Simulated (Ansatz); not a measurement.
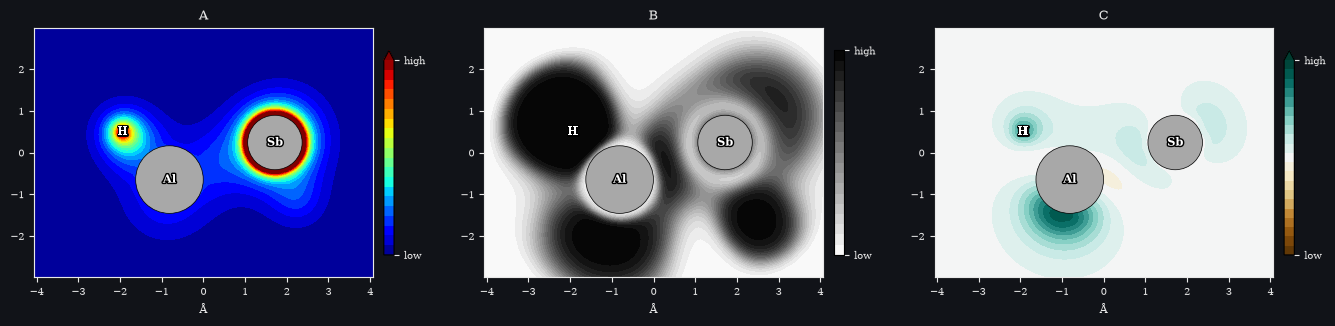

AlH3Sb (SMILES [AlH][SbH2]) (doublet): 3 fields on the plane of atoms Sb2, Al1 and H3, with unlabelled colour scales. Grey discs cover the atomic cores.

Core potentials replace the inner electrons of Sb.

Computed with UKS PBE0/def2-SVP in Ansatz.

Match the panels to the quantities (electron density, electron localisation function and spin density).

Panel A: electron density. Panel B: electron localisation function. Panel C: spin density (confined to the atoms that carry the unpaired spin). From the grid: Al–Sb (2.68 Å): ρ is about 0.42 e/Å³ halfway, with its minimum of 0.35 e/Å³ about 0.9 Å from Al; the ELF peaks at about 0.90 between the atoms (a covalent bond). Al–H (1.61 Å): ρ is about 0.51 e/Å³ halfway; the ELF climbs to about 1 towards the hydrogen.
